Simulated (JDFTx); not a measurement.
ScAl3(100) slab cut from bulk ScAl3 (space group Pm-3m, indices of the conventional cell, lattice of the Materials Project entry mp-2121, not re-optimised): 6 atoms in 3 planes, a 1x1 cell of 16.71 Å² (|a| = 4.088, |b| = 4.088 Å), 4.2 Å between the outermost planes, Al outermost, slab composition ScAl5, cell height 20.1 Å, 6×6×1 k mesh, Fermi smearing 0.01 Ha, no spin polarisation. Whether this polymorph is the ambient one wasn't checked. Neither spin polarisation nor a larger cell was tried.

All numbers are PBE, GBRV ultrasoft potentials, plane waves to 20/100 Ha results from a modified build of JDFTx, not measurements. Liquid on both sides: linear PCM (GLSSA13), water, 1 M KCl; nuclei fixed. SHE scale: U = −μ/e − 4.44 V, by convention.

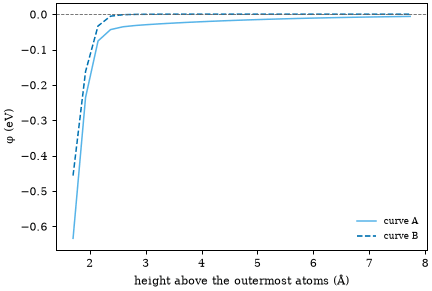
Plane-averaged electrostatic potential energy of an electron for two states of the electrode

### Question
One curve is the neutral slab. Which, and what is the sign of the other's charge?

### Answer
Curve B is neutral (potential of zero charge, -0.38 V). Curve A is positively charged, 8.0 μC/cm² at 0.02 V.
